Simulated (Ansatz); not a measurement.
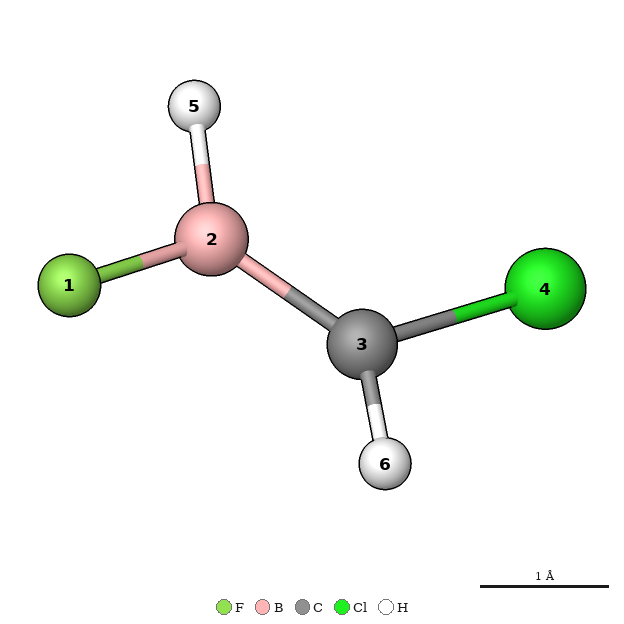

Atoms carry their numbers in the input. State: charge −1, singlet. Computed geometry: PBE0-D4/def2-TZVPD optimisation. No frequency run is at hand to confirm it as a minimum.

### What is the geometry at C3?

C3 has 3 neighbours (B2 at 1.45, Cl4 at 1.78, H6 at 1.08 Å); the arrangement is trigonal planar.

### Describe the coordination of atom 2.

B2 has 3 neighbours (F1 at 1.40, C3 at 1.45, H5 at 1.22 Å); the arrangement is trigonal planar.

### What is the dihedral angle F1–B2–C3–Cl4?

180° in size, that is anti.
